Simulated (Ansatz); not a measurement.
# C2H6BBrSi (SMILES C[Si]1(Br)BC1): what the fields show

Input file:

```
crystal:
  periodic: [false, false, false]
  atoms:
    - { symbol: C, position_ang: [-1.288, -1.1427, -0.0268] }
    - { symbol: Si, position_ang: [0.4278, -0.5485, 0.1932] }
    - { symbol: Br, position_ang: [1.5373, -1.3378, 1.9568] }
    - { symbol: B, position_ang: [0.4501, 1.4976, 0.4088] }
    - { symbol: C, position_ang: [1.0987, 0.7706, -0.8109] }
    - { symbol: H, position_ang: [-1.961, -0.6833, 0.7859] }
    - { symbol: H, position_ang: [-1.3528, -2.204, -0.028] }
    - { symbol: H, position_ang: [-1.6804, -0.7017, -1.0152] }
    - { symbol: H, position_ang: [0.0537, 2.4764, 1.0395] }
    - { symbol: H, position_ang: [0.5888, 0.9406, -1.7415] }
    - { symbol: H, position_ang: [2.1911, 0.8758, -0.7412] }
basis:
  gaussian:
    orbitals: "6-31G*"
hamiltonian:
  xc: pbe0
output:
  orbitals: {}
```

Run with:

```sh
python
```

Level of theory: Ansatz 0.2.0, SCF PBE0, Gaussian basis.

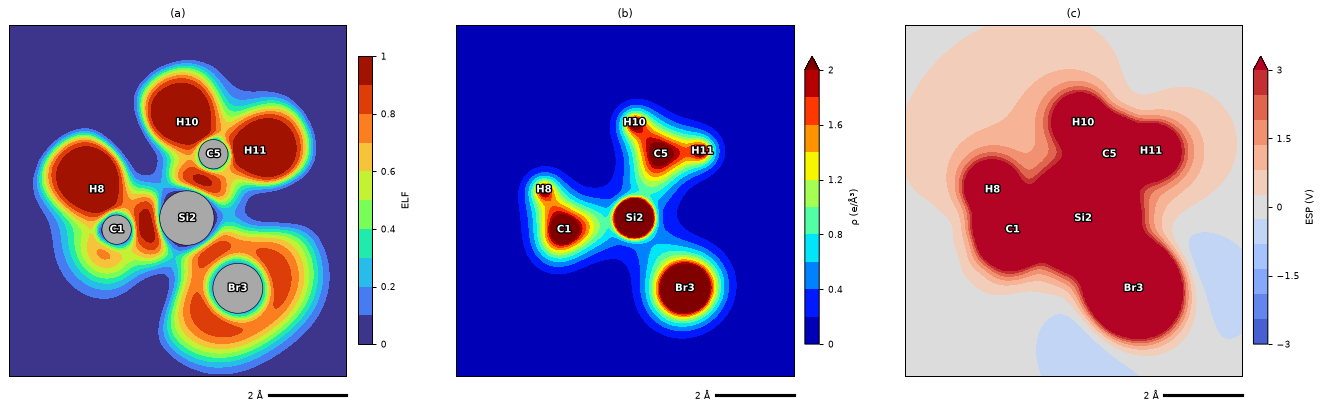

Figure 1. (a) ELF; (b) electron density; (c) electrostatic potential on the plane of atoms C1, Si2 and Br3. Grey discs cover the atomic cores in the ELF map.

**Read the bonding off the picture.**

Atoms in the plane: C, Si, Br and H. C–Si (1.79 Å): ρ is about 0.99 e/Å³ halfway; the ELF peaks at about 0.90 between the atoms: a covalent bond. Si–Br (2.23 Å): the density is about 0.74 e/Å³ at the midpoint; the ELF peaks at about 0.85 between the atoms; a polar covalent bond. C–H (1.07 Å): ρ at the midpoint is about 1.9 e/Å³; the ELF climbs to about 1 towards the hydrogen, as it does in any bond to H (a covalent bond by its length). C–Si (1.83 Å): ρ at the midpoint is about 1 e/Å³; the ELF peaks at about 0.95 between the atoms (localised, covalent bonding). The ELF also peaks beside Br3, away from the bonds: lone-pair regions. Outside the dense part of the molecule the potential is most negative (−0.6 V) near Br3.

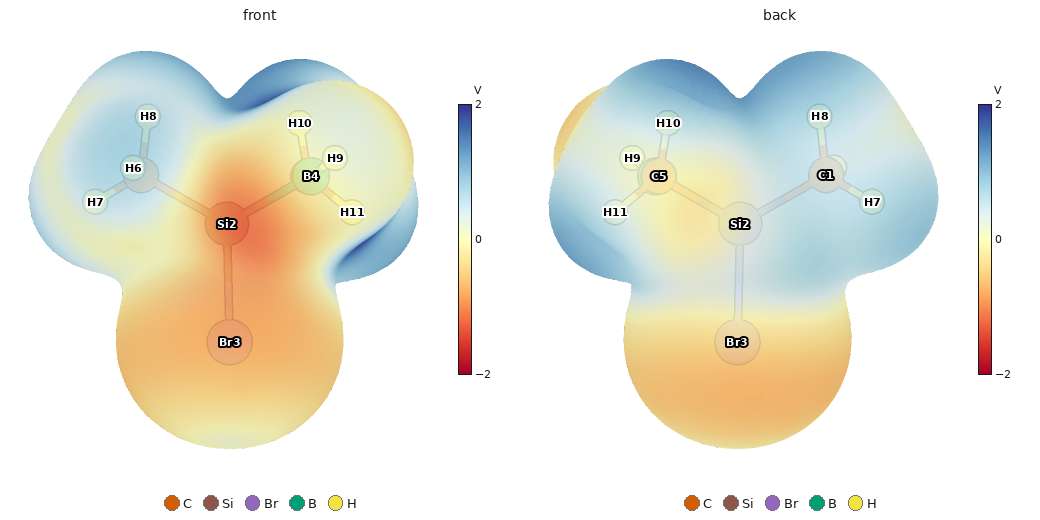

Figure 2. The electrostatic potential painted on the density surface at 0.002 e/bohr³, seen from the front and from behind; red is negative and blue positive.

**Where is the surface potential most negative and most positive?**

The most negative region (about −1.1 V) lies over H9, the most positive (about +1.7 V) over B4.

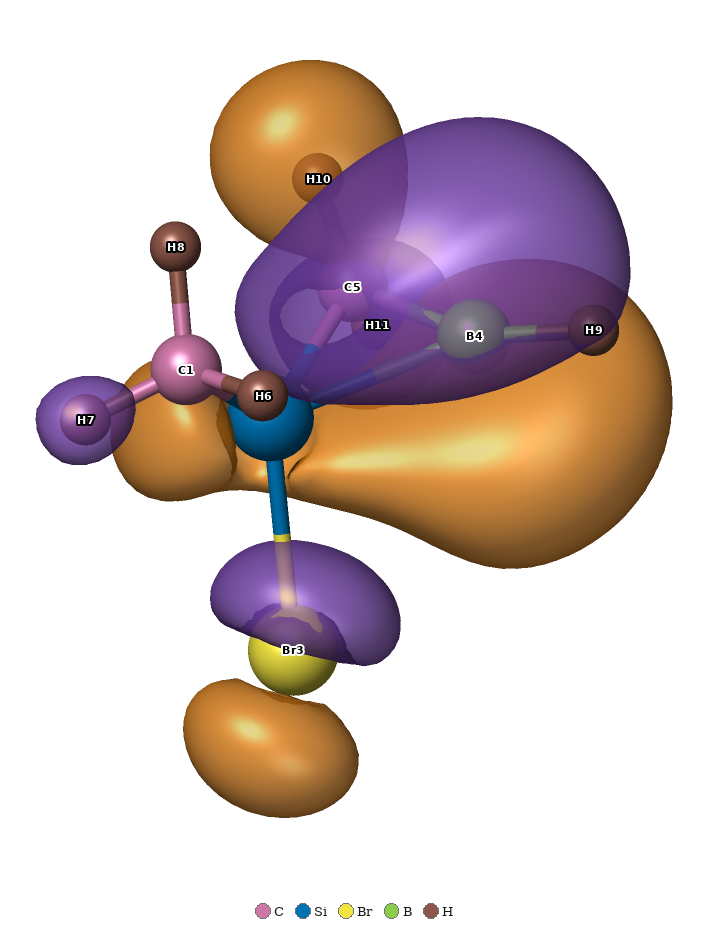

Figure 3. The LUMO at ±0.06 Å⁻³ᐟ² (orange and purple are the two phases), seen at an oblique angle.

**Where does this orbital lie, and at what energy?**

It lies mainly on B4 (about 55 %), Si2 (about 10 %), C5 (about 10 %) and Br3 (about 5 %). Its energy is −1.53 eV.
